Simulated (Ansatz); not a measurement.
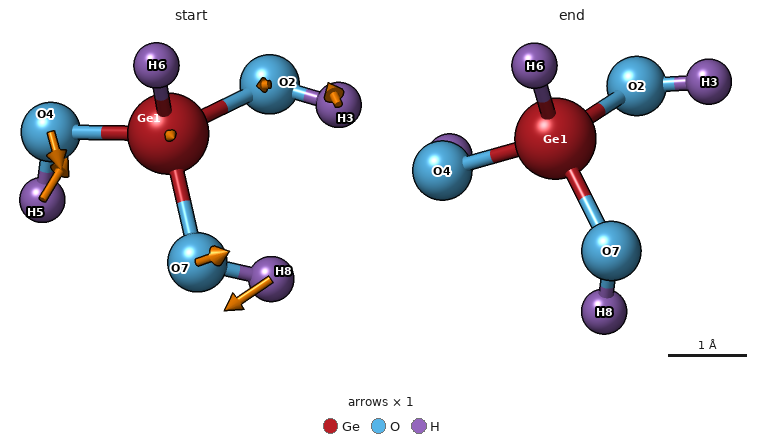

The structure of GeH₄O₃ before (left) and after (right) a relaxation, at one scale. The orange arrows give the displacements, at their true length.

A ball-and-stick model, seen at a tilt.

The run prepares the start of a later molecular dynamics calculation, from a guessed geometry.

These are results of RKS CAM-B3LYP/def2-SVP in Ansatz, not measurements.

The input:
```yaml
crystal:
  periodic: [false, false, false]
  atoms:
    - { symbol: Ge, position_ang: [0.0, 0.0, 0.0] }
    - { symbol: O, position_ang: [0.0, 0.0, 1.77] }
    - { symbol: H, position_ang: [-0.9095, -0.2814, 2.1071] }
    - { symbol: O, position_ang: [1.6691, 0.0, -0.5894] }
    - { symbol: H, position_ang: [1.9855, -0.9521, -0.7061] }
    - { symbol: H, position_ang: [-0.73, 1.2648, -0.5162] }
    - { symbol: O, position_ang: [-0.8337, -1.4443, -0.5894] }
    - { symbol: H, position_ang: [-1.2883, -1.91, 0.183] }
basis:
  gaussian: { orbitals: def2-SVP }
hamiltonian:
  xc: cam_b3lyp
relax:
  f_tol: 0.02
  max_steps: 40
output:
  orbitals: {}
```

Command:
```bash
ansatz run input.yaml --threads 2 --pin off --max-ram 3072MiB --backend cpu --events-out ev --progress --plain --runs-dir out
```

Question: What changed between the two?

Answer: After 14 accepted moves (18 points after the start) the energy has fallen by 0.315 eV. Largest force component: 2 eV/Å at the start, 0.0086 eV/Å at the end. The line search rejected the trial steps at points 7, 11, 14, 17 of the run. H8 moves most after the best rigid fit: 0.75 Å. By element the largest moves are H 0.75 Å, O 0.56 Å, Ge 0.16 Å. Near-neighbour distances that change, for instance: O2–H3 1.010 → 0.965 Å, O4–H5 1.010 → 0.966 Å, Ge1–H6 1.549 → 1.522 Å, Ge1–O4 1.770 → 1.757 Å. Bond angles that change, for instance: O2–Ge1–O4 109.4° → 102.8°, Ge1–O2–H3 109.5° → 114.5°, O2–Ge1–H6 109.5° → 114.2°. Groups turn about Ge1–O7 by about 90°, Ge1–O4 by about 85°.
